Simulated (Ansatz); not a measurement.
Potential energy curve for NBe (cation, charge +1), lowest triplet found (which spin is the ground state isn't settled by this scan).

- UKS-PBE = unrestricted PBE/aug-cc-pVDZ (Ansatz, an electronic-structure program)
- UKS-BLYP = unrestricted BLYP/aug-cc-pVDZ run with Ansatz
- UCCSD(T) = CCSD(T) on UHF/aug-cc-pVDZ, frozen core in Ansatz
- UCCSDT(Q) = CCSDT(Q) on UHF/aug-cc-pVDZ, frozen core in Ansatz
- FCI = full CI/aug-cc-pVDZ, frozen core run with Ansatz

Cost and accuracy over the 21 points of the scan, with FCI as yardstick. Costs are rough ratios of core time within Ansatz on shared cores, each with its mean field (Kohn-Sham runs search longer for lower solutions than correlated ones do); the miss is the largest error against full CI of the curve after the mean shift, in kcal/mol.

### Question
Which is the cheapest of these levels that stays within 5.3 kcal/mol of FCI?

### Answer
UCCSD(T).

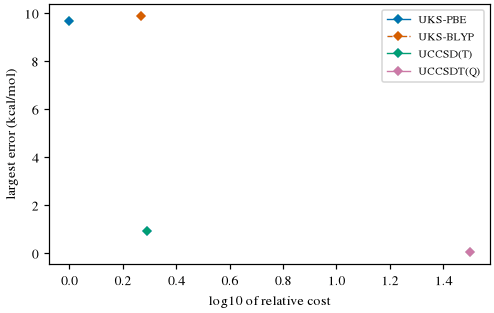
Figure: Miss against cost, one point a level.

| level | relative cost | largest error |
|---|---|---|
| UKS-PBE | 1 | 9.7 |
| UKS-BLYP | 2 | 9.9 |
| UCCSD(T) | 2 | 0.9 |
| UCCSDT(Q) | 30 | 0.0 |

Costs within a factor of two of each other count as equal.

The scan ran from 1.21 to 5.71 Å; beyond the distances shown full CI changes its symmetry label. The unrestricted determinant behind UKS-PBE, UKS-BLYP is spin-contaminated at 1.91 to 5.71 Å (<S²> up to 2.9, against 2.00 for a pure triplet). The unrestricted determinant behind UCCSD(T), UCCSDT(Q) is spin-contaminated at 1.69 to 5.71 Å (<S²> up to 3.0, against 2.00 for a pure triplet). Also computed but left out beside FCI, since their determinant holds another spin at the minimum (<S²> over 0.7 above the pure value): UHF/3-21G.
